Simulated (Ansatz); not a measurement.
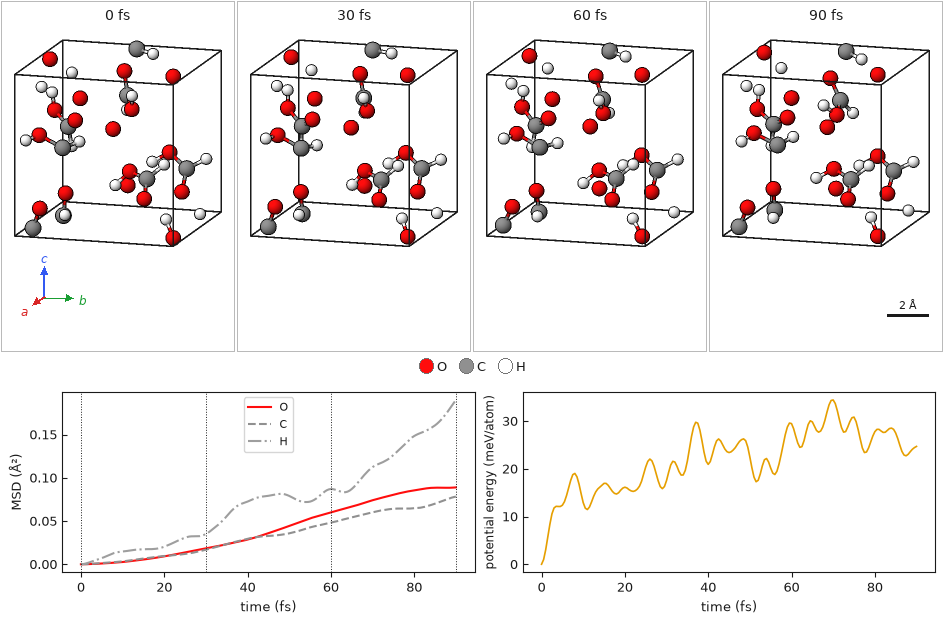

Molecular dynamics of a periodic cell with 8 HCOOH at 1.103 g/cm³, 90 fs long. Frames and the history of the run. Style: ball-and-stick. Shown: the simulation cell, slightly off an axis.

Method: DFT PBE-D3(BJ), scalar-relativistic, plane waves, PAW (Ansatz 0.2.0). Set-up: plane-wave cutoff 420 eV; k-point mesh 1 × 1 × 1; Fermi-Dirac smearing 0.02 eV; low-accuracy preset; Langevin thermostat (NVT); set temperature 300 K; time step 0.5 fs; friction 0.02 per fs.

Input
```yaml
accuracy: low
crystal:
  lattice:
    - [8.215003, 0.0, 0.0]
    - [0.0, 8.215003, 0.0]
    - [0.0, 0.0, 8.215003]
  atoms:
    - { symbol: O, position: [0.58701421, 0.61339728, 0.73641589] }
    - { symbol: C, position: [0.4462833, 0.54377589, 0.787881] }
    - { symbol: O, position: [0.41157964, 0.51395839, 0.92931751] }
    - { symbol: H, position: [0.65256613, 0.63429836, 0.83422648] }
    - { symbol: H, position: [0.36667597, 0.51742519, 0.67950311] }
    - { symbol: O, position: [0.0319356, 0.41969375, 1.13420487] }
    - { symbol: C, position: [0.02102729, 0.47316889, 0.98044999] }
    - { symbol: O, position: [-0.04416223, 0.39966914, 0.86881737] }
    - { symbol: H, position: [-0.02282418, 0.30934172, 1.14466868] }
    - { symbol: H, position: [0.07886664, 0.59384436, 0.96978165] }
    - { symbol: O, position: [0.76568973, -0.07018729, -0.00240654] }
    - { symbol: C, position: [0.84506752, 0.0681538, 0.02046956] }
    - { symbol: O, position: [0.88565755, 0.12365214, 0.15327262] }
    - { symbol: H, position: [0.73412757, -0.1253266, 0.10203968] }
    - { symbol: H, position: [0.87078629, 0.13033951, -0.09585848] }
    - { symbol: O, position: [0.22684831, 0.01778243, 0.61610523] }
    - { symbol: C, position: [0.3208521, 0.13121454, 0.54167484] }
    - { symbol: O, position: [0.42878034, 0.20783481, 0.60763614] }
    - { symbol: H, position: [0.26005014, 0.01120427, 0.73267557] }
    - { symbol: H, position: [0.28719713, 0.14319217, 0.41338481] }
    - { symbol: O, position: [0.44992068, 0.55880028, 0.31868546] }
    - { symbol: C, position: [0.53707714, 0.69401224, 0.29924123] }
    - { symbol: O, position: [0.64755259, 0.71019935, 0.2005654] }
    - { symbol: H, position: [0.48173393, 0.47836337, 0.23518294] }
    - { symbol: H, position: [0.49611116, 0.79045928, 0.38550553] }
    - { symbol: O, position: [0.87678574, 0.11705191, 0.60554152] }
    - { symbol: C, position: [0.88904163, 0.2684537, 0.53996814] }
    - { symbol: O, position: [1.0102582, 0.32032131, 0.47217957] }
    - { symbol: H, position: [0.98456548, 0.06501808, 0.59290325] }
    - { symbol: H, position: [0.77111353, 0.33790679, 0.55711686] }
    - { symbol: O, position: [0.30622392, 1.01164368, 0.9481129] }
    - { symbol: C, position: [0.40607843, 1.1265539, 1.00815539] }
    - { symbol: O, position: [0.43070264, 1.14799188, 1.15239703] }
    - { symbol: H, position: [0.25459989, 0.94400137, 1.03780575] }
    - { symbol: H, position: [0.46009219, 1.19681756, 0.90942823] }
    - { symbol: O, position: [0.02937381, 0.6830339, 0.35520113] }
    - { symbol: C, position: [0.08795047, 0.8090988, 0.27528441] }
    - { symbol: O, position: [0.16587937, 0.80238088, 0.14751099] }
    - { symbol: H, position: [0.04813208, 0.5792639, 0.29453463] }
    - { symbol: H, position: [0.05834667, 0.92362369, 0.33671636] }
basis:
  ecutwfc: 420.0
kpoints:
  mp_grid: { grid: [1, 1, 1] }
hamiltonian:
  xc: pbe
  dispersion: d3bj
scf:
  occupations: { method: fermi_dirac, width: 0.02 }
  lower_state_search: "off"
md:
  timestep: 0.5
  n_steps: 180
  ensemble: nvt_langevin
  temperature: 300.0
  initial_velocities: maxwell_boltzmann
  seed: 300267
  friction: 0.02
```

Command:
```bash
ansatz run input.yaml --threads 1 --pin off --max-ram 3072MiB --backend cpu --events-out ev --progress --plain --runs-dir out
```

Question: Describe the run.

Answer: Root-mean-square distances from the starting positions over the second half, with the common drift of all atoms taken out: H 0.33 Å, O 0.26 Å, C 0.23 Å. The heavy atoms stay within a fraction of a molecule's size of their starting places; so short a run doesn't tell a liquid from a solid. Over the second half the temperature averages 255 K (spread ±20 K). The potential energy in the second half lies on average 26.0 meV per atom above the first frame.

Limits of the set-up: the program's low-accuracy preset was used; the periodic images lie only 8.2 Å apart, so the values are limited by the cell's size.
